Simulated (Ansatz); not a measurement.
Two G0W0 runs on Ge2H (hydrogen-terminated (111) film, 4 layers).

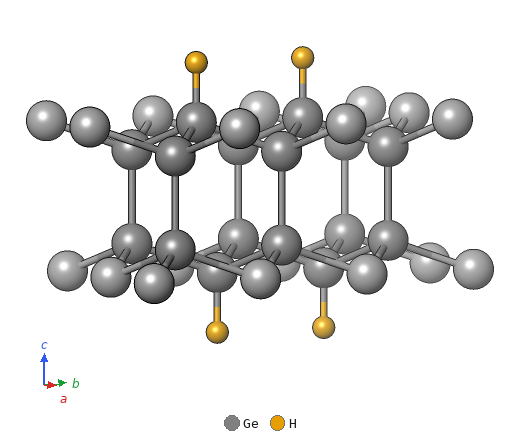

The structure (germanium grey, hydrogen orange). 1×2×1 cells are drawn. Some periodic images of atoms are drawn too.

The cell holds 6 atoms: 4 Ge and 2 H. Its edges and angles: a = 4.001 Å, b = 4.001 Å, c = 37.400 Å, α = 90.0°, β = 90.0°, γ = 120.0°. It derives from Ge. Vacuum lies along c.

```
Ge H
1.0
     4.00081    0.00000    0.00000
    -2.00041    3.46480    0.00000
     0.00000    0.00000   37.40000
Ge H
4 2
Direct
  0.33333 0.66667 0.44656
  0.00000 0.00000 0.46744
  0.00000 0.00000 0.53256
  0.66667 0.33333 0.55344
  0.33333 0.66667 0.40507
  0.66667 0.33333 0.59493
```

The structure was relaxed with PBEsol (ions only). The runs that relaxed it are not among those shown.

The first (Ansatz 0.2.0; start PBEsol, 6×6×1 mesh, 764 empty bands, screening to 75 eV, PAW set soft_1 files; 1 × NVIDIA H100 80GB HBM3 (shared by 6 runs) with 3 threads of AMD EPYC 7R13 (Zen 3), shared host) gave, on its mesh: starting gap 0.71 eV, G0W0 gap 1.52 eV, mean of 1 + 4πα/V (set by the cell height) 4.86, 61 s.

The second gave: starting gap 0.71 eV, G0W0 gap 1.40 eV, mean of 1 + 4πα/V (set by the cell height) 4.97, 25 s.

**Question.** What was changed in the input? Choose among start, files, mesh, bands and cutoff, frequency model or another key.

Changed: empty bands from 764 to 309 and screening cutoff (eV) from 75.0 to 41. The starting gap stayed, which rules out the functional and points to the GW step. Other changes could give like numbers; this is the one that was made.

Limits: not at the basis limit; coarse mesh for a sheet; no spin-orbit coupling.

[Paths, hosts, dates, memory and timing lines, banners, echoed tables and standing remarks are left out of the program output.]

[Logs are printed without paths, hosts, clocks, repeated set-up lines and the standing remarks that a program may print on its own settings, such as how far it seeks lower states.]

[Runs of the session that timed out or met a known fault of the program may be left out.]

[Cells called generated may have been cut or substituted from an entry of the Crystallography Open Database or the Materials Project.]

[Hosts, paths, dates, database ids (printed as entryN), source tags and the programs' standing remarks are cut or masked in the printed files.]
